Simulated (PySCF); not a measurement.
# Si8Me8 cubane (C₈H₂₄Si₈): geometry, NMR shifts

What NMR shifts should Si8Me8 cubane (C₈H₂₄Si₈) show?

Programs: PySCF 2.14.0, with density-fitted response routines of our own. Each step states its level of theory. These are calculated values for one molecule in the gas phase, unless marked as measured. Atoms are numbered from 0 throughout.

### 1 Starting geometry

40 atoms, charge 0, multiplicity 1; geometry from: GFN2-xTB. The atoms were then displaced at random by about 0.03 Å, so the start is not that level's minimum.

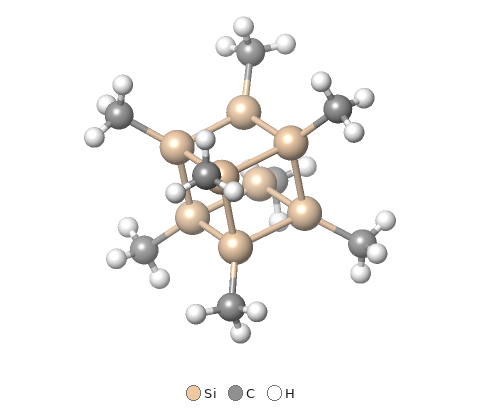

The starting geometry (silicon light orange, carbon grey, hydrogen white); sticks join atoms by distance.

### 2 Optimising the geometry at PBE0-D3(BJ)/def2-SVP

Job settings and geometry (Å):

```
{"job": {"xc": "PBE0", "basis": "def2-SVP", "d3": "d3bj", "grid": 1, "maxiter": 40, "shake": 0.03, "kind": "geom"}, "charge": 0, "multiplicity": 1}
Si     1.462910     1.453300     0.140330
C      2.673070     2.929200     0.236690
Si    -1.001560     1.746850     0.569860
C     -1.707210     3.377890     1.136590
Si    -1.466120     0.490040    -1.422620
C     -2.813890     0.994480    -2.678920
Si     0.915050     0.279030    -1.857930
C      1.751530     0.559700    -3.586120
Si     0.936740    -1.739640    -0.537090
C      1.798990    -3.379480    -1.121260
Si     1.433590    -0.520060     1.418540
C      2.822120    -0.975660     2.693980
Si    -0.968940    -0.255770     1.830980
C     -1.754920    -0.538420     3.591920
Si    -1.414310    -1.563160    -0.126050
C     -2.695190    -2.897650    -0.218860
H      2.443790     3.794110    -0.431840
H      3.655660     2.611380    -0.006660
H      2.736980     3.322760     1.257220
H     -2.947550     3.239400     1.305750
H     -1.447060     3.739060     2.055570
H     -1.661530     4.095120     0.379040
H     -3.769790     1.018000    -2.286440
H     -2.834760     0.287050    -3.518400
H     -2.577020     1.933930    -3.073070
H      1.275060    -0.106890    -4.307580
H      2.767920     0.336160    -3.470710
H      1.558230     1.573010    -3.907140
H      1.688090    -4.181060    -0.440790
H      2.850280    -3.180640    -1.331310
H      1.385000    -3.740150    -2.087130
H      2.857990    -0.296010     3.434750
H      2.612680    -1.919070     3.130750
H      3.796570    -1.018440     2.226460
H     -2.786140    -0.367220     3.496210
H     -1.303460     0.141760     4.324390
H     -1.528610    -1.477510     3.985350
H     -2.396200    -3.822040     0.413420
H     -3.702820    -2.572480    -0.036430
H     -2.717620    -3.307660    -1.288570
```

Started as:

```console
$ OMP_NUM_THREADS=2 python probes_run.py task.json out
```

This one command runs all jobs of the session in turn.

**Question.** This job is followed by: GIAO PBE0/pcSseg-1 NMR shielding, non-relativistic, gas phase. What will the session give for the following? rotational constants (main isotopes); ¹³C shifts against TMS (PBE0/pcSseg-1, means over atoms taken as alike); ¹H shifts against TMS (PBE0/pcSseg-1, means over atoms taken as alike); ²⁹Si shifts against TMS (PBE0/pcSseg-1, means over atoms taken as alike); surface potential, least and greatest.

As calculated:

| quantity | value |
| --- | --- |
| rotational constants (main isotopes) | 0.26, 0.26, 0.26 GHz |
| ¹³C shifts against TMS (PBE0/pcSseg-1, means over atoms taken as alike) | -5.1 ppm |
| ¹H shifts against TMS (PBE0/pcSseg-1, means over atoms taken as alike) | 0.63 ppm |
| ²⁹Si shifts against TMS (PBE0/pcSseg-1, means over atoms taken as alike) | -13.8 ppm |
| surface potential, least and greatest | -0.21 V and 0.56 V |

**Reading.** The start was shaken at random, so part of the energy gained undoes that. Relaxing lowered the energy by 1.634 eV in 8 steps; the close pair that moved most is C3–H19, from 1.259 to 1.101 Å. At PBE0/pcSseg-1: The largest span, 113 ppm, is at Si0, Si2, Si4, Si6, Si8 and 3 more, where the paramagnetic term is -516 ppm.
